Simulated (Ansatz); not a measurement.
A series of calculations on LiMg₁₂

Part 1: Relaxation

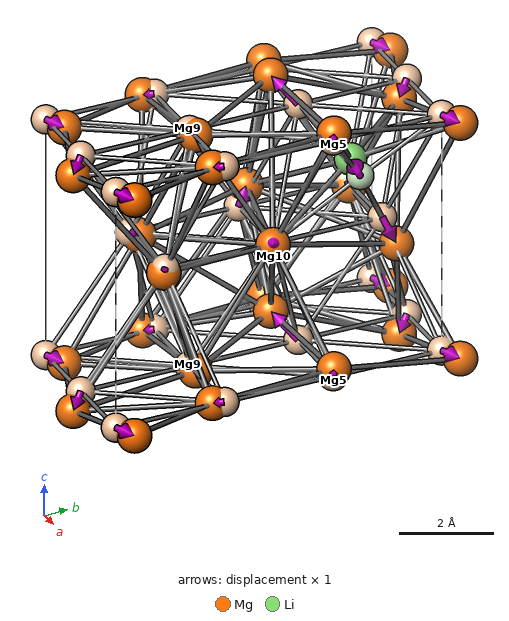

A relaxation of a defect cell of composition LiMg12. The starting structure is drawn faded, the final one solid; purple arrows show the displacements, at their true length.

Style: ball-and-stick. Shown: the cell of the calculation, slightly off an axis.

It is an interstitial Li in hcp Mg. The run prepares an end point of a later path (interstitial hop) calculation, from a guessed geometry.

Theory: Ansatz, DFT PBE, scalar-relativistic, plane waves, PAW. Settings: plane-wave cutoff 420 eV; k-point mesh 4 × 3 × 4; occupations fermi dirac; smearing width 0.05 eV; no spin polarisation; atoms relaxed in a fixed cell; force threshold 0.03 eV/Å; at most 60 steps.

### What did the optimiser do to the structure, and how much energy did it gain?

The largest move is that of a Mg atom, 0.86 Å roughly along [−3 −2 3]. Largest moves by element: Mg 0.86 Å, Li 0.75 Å. The cell doesn't change. Among the contacts that change: Mg–Mg 3.210 → 4.340 Å, Mg–Mg 4.531 → 3.541 Å, Li–Mg 3.875 → 2.902 Å, Li–Mg 3.969 → 3.149 Å. Bond angles that change, for instance: Mg–Li–Mg 179.1° → 131.1°, Mg–Li–Mg 90.0° → 133.6°, Mg–Li–Mg 175.8° → 140.5°. After 8 accepted moves (9 points after the start) the energy has fallen by 1.187 eV per cell of the calculation. The largest force component goes from 1.5 to 0.013 eV/Å. 1 step only repeated the SCF at the same geometry.

Limits of the set-up: the periodic images lie only 5.2 Å apart, so the values are limited by the cell's size.

Part 2: Relaxation

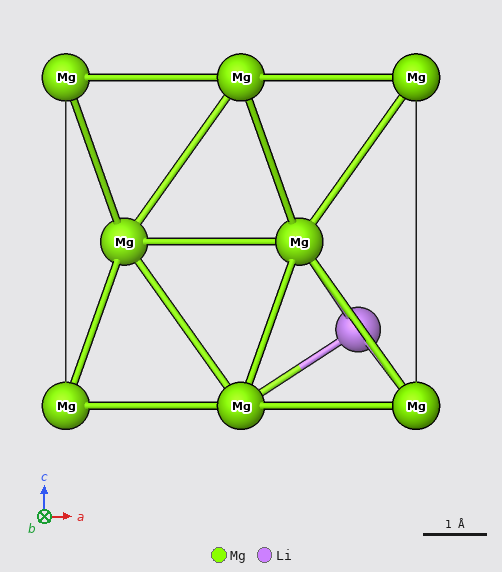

This is the input geometry for a relaxation of a defect cell of composition LiMg12. Style: ball-and-stick. Shown: the cell of the calculation, along the b axis.

It is an interstitial Li in hcp Mg. The run prepares an end point of a later path (interstitial hop) calculation, from a guessed geometry.

Computed with DFT PBE, scalar-relativistic, plane waves, PAW (Ansatz).

Input
```yaml
crystal:
  lattice:
    - [6.42, 0.0, 0.0]
    - [-4.815, 8.339825, 0.0]
    - [0.0, 0.0, 5.21304]
  atoms:
    - { symbol: Mg, position: [0.0, 0.0, 0.0] }
    - { symbol: Mg, position: [0.16666666, 0.22222221, 0.5] }
    - { symbol: Mg, position: [-1.0e-08, 0.33333332, 0.0] }
    - { symbol: Mg, position: [0.16666665, 0.55555553, 0.5] }
    - { symbol: Mg, position: [-2.0e-08, 0.66666664, 0.0] }
    - { symbol: Mg, position: [0.16666664, 0.88888885, 0.5] }
    - { symbol: Mg, position: [0.5, 0.0, 0.0] }
    - { symbol: Mg, position: [0.66666666, 0.22222221, 0.5] }
    - { symbol: Mg, position: [0.49999999, 0.33333332, 0.0] }
    - { symbol: Mg, position: [0.66666665, 0.55555553, 0.5] }
    - { symbol: Mg, position: [0.49999998, 0.66666664, 0.0] }
    - { symbol: Mg, position: [0.66666664, 0.88888885, 0.5] }
    - { symbol: Li, position: [0.83453657, 0.77833607, 1.23224509] }
basis:
  ecutwfc: 420.0
kpoints:
  mp_grid: { grid: [4, 3, 4] }
hamiltonian:
  xc: pbe
scf:
  occupations: { method: fermi_dirac, width: 0.05 }
  lower_state_search: "off"
relax:
  f_tol: 0.03
  max_steps: 60
  adjacent_minimum: "off"
```

Launched with:
```bash
ansatz run input.yaml --threads 4 --pin off --max-ram 10240MiB --backend cpu --events-out ev --progress --plain --runs-dir out
```

Q: Where does the relaxation end?

A: The energy falls by 1.192 eV per cell of the calculation in 8 accepted moves (9 points after the start). Largest force component: 1.4 eV/Å at the start, 0.022 eV/Å at the end. 1 step only repeated the SCF at the same geometry. The atom that moves furthest is Mg11 (0.86 Å roughly along [−3 −2 −3]). By element the largest moves are Mg 0.86 Å, Li 0.76 Å. The lattice vectors keep their values. Some distances before and after: Mg1–Mg11 3.210 → 4.338 Å, Mg7–Li13 3.901 → 2.903 Å, Mg2–Mg11 4.531 → 3.551 Å, Mg4–Li13 3.967 → 3.155 Å. Bond angles that change, for instance: Mg1–Li13–Mg10 176.3° → 131.2°, Mg11–Li13–Mg12 89.5° → 133.6°, Mg5–Li13–Mg12 176.2° → 140.4°.

Final geometry:

```xyz
13
Lattice="6.4200 0.0000 0.0000 -4.8150 8.3398 0.0000 0.0000 0.0000 5.2130" Properties=species:S:1:pos:R:3 pbc="T T T"
Mg    0.3969    0.3131    0.0935
Mg    0.0186    2.0432    2.6763
Mg    4.7508    2.5271    0.0192
Mg   -1.5318    4.7731    2.1265
Mg   -3.2114    5.5769    5.0552
Mg   -3.1963    7.4461    2.7090
Mg   -1.4385    8.1312    0.3788
Mg    3.1677    1.8349    2.7073
Mg    1.7268    2.8840    0.0839
Mg    1.8287    4.5612    2.5850
Mg   -0.2509    5.0122    4.6050
Mg    0.0814    7.7010    3.1906
Li    0.8731    6.5061    1.0457
```

After the run, drawn alike:

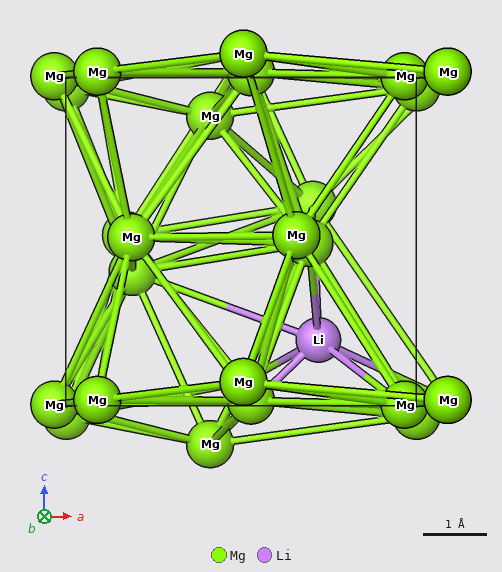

Limits of the set-up: the periodic images lie only 5.2 Å apart, so the values are limited by the cell's size.

Part 3: Path

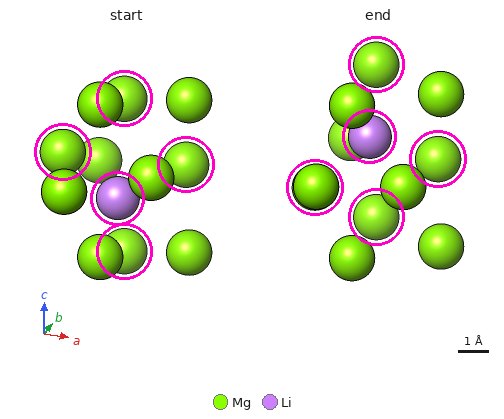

The two relaxed end points of a path for Mg with an interstitial Li (13 atoms in the cell). A spheres-only model of the atoms within 4.0 Å of the middle of the path, seen slightly off an axis. The atoms that move most are ringed.

Theory: DFT PBE, scalar-relativistic, plane waves, PAW in Ansatz 0.2.0.

The input:
```yaml
crystal:
  lattice:
    - [6.42, 0.0, 0.0]
    - [-4.815, 8.339825, 0.0]
    - [0.0, 0.0, 5.21304]
  atoms:
    - { symbol: Mg, position: [0.08987351, 0.03786613, -0.01904211] }
    - { symbol: Mg, position: [0.18707573, 0.24612958, 0.48548784] }
    - { symbol: Mg, position: [-0.03266344, 0.30350544, -0.00498882] }
    - { symbol: Mg, position: [0.19146542, 0.57349857, 0.59248838] }
    - { symbol: Mg, position: [0.00153061, 0.66876366, 0.03033439] }
    - { symbol: Mg, position: [0.17201501, 0.89332085, 0.47961958] }
    - { symbol: Mg, position: [0.50738145, -0.02498179, -0.07300903] }
    - { symbol: Mg, position: [0.65834052, 0.22050413, 0.47963153] }
    - { symbol: Mg, position: [0.52813519, 0.34635438, -0.01709488] }
    - { symbol: Mg, position: [0.69584364, 0.54746431, 0.50343738] }
    - { symbol: Mg, position: [0.41144171, 0.60140099, 0.11715959] }
    - { symbol: Mg, position: [0.70556714, 0.92398016, 0.3883448] }
    - { symbol: Li, position: [0.7211049, 0.78023118, 0.79908664] }
basis:
  ecutwfc: 420.0
kpoints:
  mp_grid: { grid: [4, 3, 4] }
hamiltonian:
  xc: pbe
scf:
  occupations: { method: fermi_dirac, width: 0.05 }
  lower_state_search: "off"
neb:
  images: 7
  f_tol: 0.03
  initial_path: idpp
  max_iterations: 69
  spring: { min: 2.0, max: 10.0 }
  final_atoms:
    - { symbol: Mg, position: [0.0899795, 0.03754671, 0.01793764] }
    - { symbol: Mg, position: [0.18664677, 0.24499046, 0.51338668] }
    - { symbol: Mg, position: [-0.03274071, 0.3030164, 0.00367557] }
    - { symbol: Mg, position: [0.19064496, 0.57233104, 0.40792564] }
    - { symbol: Mg, position: [0.00131038, 0.66870592, -0.03026965] }
    - { symbol: Mg, position: [0.17175212, 0.89283086, 0.51965352] }
    - { symbol: Mg, position: [0.50717311, -0.02501589, 0.07265627] }
    - { symbol: Mg, position: [0.65842804, 0.22001693, 0.51932414] }
    - { symbol: Mg, position: [0.52833034, 0.34580908, 0.01609121] }
    - { symbol: Mg, position: [0.6950387, 0.54691737, 0.49586377] }
    - { symbol: Mg, position: [0.41165793, 0.60099478, -0.11663676] }
    - { symbol: Mg, position: [0.70523109, 0.92340405, 0.6120405] }
    - { symbol: Li, position: [0.72108418, 0.78012146, 1.20059656] }
  order_check: true
```

Command:
```bash
ansatz run input.yaml --threads 4 --pin off --max-ram 10240MiB --backend cpu --events-out ev --progress --plain --runs-dir out
```

**Predict the minimum-energy path and its barrier.**

The barrier is about 0.224 eV in both directions, with image 4 at the top; the ends have the same energy. The Li atom travels furthest, 2.09 Å from end to end, along +c, on a path that bends up to 0.41 Å away from the straight line. It doesn't move alone: Mg (1.22 Å), Mg (1.17 Å) move with it. The band is converged.

Energies of the converged images:

```
image  path (Å)  E (eV)
    0      0.00   0.000
    1      1.12   0.017
    2      1.58   0.124
    3      1.90   0.198
    4      2.19   0.224
    5      2.48   0.198
    6      2.81   0.124
    7      3.26   0.018
    8      4.38   0.000
```

The geometry at the top of the path:

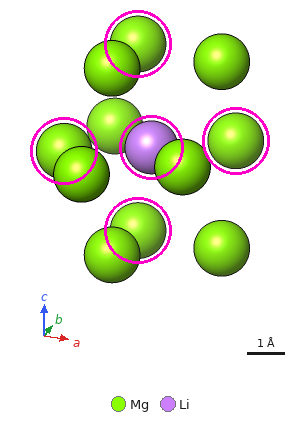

Limits of the set-up: the periodic images lie only 5.2 Å apart, so the values are limited by the cell's size.

Cost: 7.7 min on 4 threads of INTEL(R) XEON(R) PLATINUM 8581C CPU @ 2.10GHz (Emerald Rapids) (shared host), peak memory 3.5 GiB.
